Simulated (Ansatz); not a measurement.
# AlNH3OF (SMILES [NH2][Al]([OH])[F]) at CCSD/cc-pVDZ

Aim: the energy change on altering one bond length of AlNH3OF at CCSD/cc-pVDZ, from 2 runs. 

The results are computed with Ansatz 0.2.0.

126 further runs of the same task are left out: 126 set aside as unsound or not needed.

## 1. The system as given

The species is AlNH3OF (7 atoms), meant as a singlet with charge 0. SMILES: `[NH2][Al]([OH])[F]`. The coordinates come from a PBE0-D4/def2-TZVP relaxation. This is one conformer, not always the lowest.

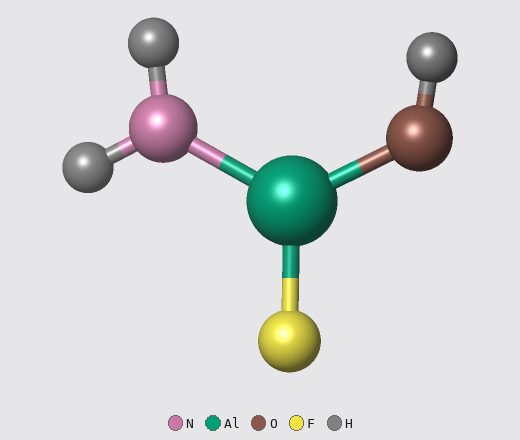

The structure, seen from a chosen angle (nitrogen pink, aluminium teal, oxygen brown, fluorine yellow, hydrogen grey).

## 2. A single-point energy at CCSD/cc-pVDZ

run.yaml reads:

```yaml
crystal:
  periodic: [false, false, false]
  atoms:
    - symbol: N
      position_ang: [-0.569800, 0.926800, -0.530800]
    - symbol: Al
      position_ang: [-0.133300, -0.630000, 0.151800]
    - symbol: O
      position_ang: [1.368400, -1.004200, 0.819000]
    - symbol: F
      position_ang: [-1.265600, -1.822100, 0.146500]
    - symbol: H
      position_ang: [-1.473200, 1.130200, -0.925100]
    - symbol: H
      position_ang: [0.029600, 1.732300, -0.586700]
    - symbol: H
      position_ang: [2.105200, -0.401000, 0.879500]
basis:
  gaussian: {orbitals: cc-pVDZ}
correlation: {method: ccsd, frozen_orbitals: {Al: 5, F: 1, H: 0, "N": 1, O: 1}}
accuracy: high
scf: {omitted_lower_state_checks: [cluster_reference, increment]}
```

The run is started by

```bash
$ ansatz run run.yaml --threads 1 --pin off --max-ram 3480MiB --events-out events.jsonl --progress --plain --runs-dir runs
```

The log of the run, shortened:

```text
Warning: RAYON_NUM_THREADS=1 ignored (pool sized by the plan → 1); use --threads N
Functional definition: HF
  name "HF"
[...]
1649 factors; integrals over basis functions are off by at most 3.7e-9 eV
[...]
mean field -12859.82751601 eV, -472.5899445092 hartree, gradient 8.4e-9 eV, S^2 0.000000; 0 other end points of the search recorded, 0 dependent functions left out
8 core orbitals not correlated: weight in the atoms' cores, before any rotation towards them, 1.000 or more for the frozen orbitals, at most 0.000 for the correlated occupied ones
reference -12859.82751601 eV, -472.5899445092 hartree; 12, 12 occupied and 55, 55 virtual orbitals, 1649 factors
second order -16.56715778 eV of doubles, -0.00000000 eV of singles
cycle   1  -16.63082047 eV  change   -6.4e-2 eV  update   8.8e-2
[...]
cycle  20  -17.05385514 eV  change  -3.3e-10 eV  update   2.9e-9
Total energy: -12876.88137115 eV, -473.2166621262 hartree
Checks for a lower state left out: cluster_reference, increment
```

Wall time 8.7 s (1 thread of Arm Neoverse V1, shared host); peak memory 0.35 GiB.

## 3. The distorted shape

job.yaml reads:

```yaml
crystal:
  periodic: [false, false, false]
  atoms:
    - symbol: "N"
      position_ang: [-0.230108, 1.284432, -0.529210]
    - symbol: Al
      position_ang: [0.206392, -0.272368, 0.153390]
    - symbol: O
      position_ang: [1.708092, -0.646568, 0.820590]
    - symbol: F
      position_ang: [-1.265600, -1.822100, 0.146500]
    - symbol: H
      position_ang: [-1.133508, 1.487832, -0.923510]
    - symbol: H
      position_ang: [0.369292, 2.089932, -0.585110]
    - symbol: H
      position_ang: [2.444892, -0.043368, 0.881090]
basis:
  gaussian: {orbitals: cc-pVDZ}
accuracy: high
scf: {omitted_lower_state_checks: [cluster_reference, increment]}
correlation: {method: ccsd, frozen_orbitals: {Al: 5, F: 1, H: 0, "N": 1, O: 1}}
```

The run is started by

```bash
$ ansatz run job.yaml --threads 1 --pin off --max-ram 3480MiB --events-out events.jsonl --progress --plain --runs-dir runs
```

The log of the run, shortened:

```text
Warning: RAYON_NUM_THREADS=1 ignored (pool sized by the plan → 1); use --threads N
[... 2 set-up lines as earlier in the session ...]
[...]
1631 factors; integrals over basis functions are off by at most 6.4e-9 eV
[...]
mean field -12858.11565643 eV, -472.5270348300 hartree, gradient 3.1e-8 eV, S^2 0.000000; 0 other end points of the search recorded, 0 dependent functions left out
8 core orbitals not correlated: weight in the atoms' cores, before any rotation towards them, 1.000 or more for the frozen orbitals, at most 0.000 for the correlated occupied ones
reference -12858.11565643 eV, -472.5270348300 hartree; 12, 12 occupied and 55, 55 virtual orbitals, 1631 factors
second order -16.80236507 eV of doubles, -0.00000000 eV of singles
cycle   1  -16.76480631 eV  change    3.8e-2 eV  update   1.1e-1
[...]
cycle  22  -17.25630600 eV  change    1.3e-9 eV  update   2.5e-9
Total energy: -12875.37196243 eV, -473.1611923787 hartree
Checks for a lower state left out: cluster_reference, increment
```

Wall time 9.3 s (1 thread of Arm Neoverse V1, shared host); peak memory 0.35 GiB.

## 4. Results

At CCSD/cc-pVDZ, 8 core orbitals frozen:

| quantity | value |
| --- | --- |
| first shape: total energy | -473.21666 Eh |
| first shape: correlation energy (8 core orbitals frozen) | -626.7 mEh |
| first shape: T1 diagnostic | 0.013 |
| distorted shape: total energy | -473.16119 Eh |
| distorted shape: correlation energy (8 core orbitals frozen) | -634.2 mEh |
| distorted shape: T1 diagnostic | 0.016 |
| energy change with the Al2–F4 bond stretched from 1.644 to 2.137 Å | 1.509 eV |

What this shows: With the Al2–F4 bond stretched from 1.644 to 2.137 Å the energy rises by 1.51 eV (146 kJ/mol). The first shape isn't relaxed at this level, so the change isn't measured from a minimum.
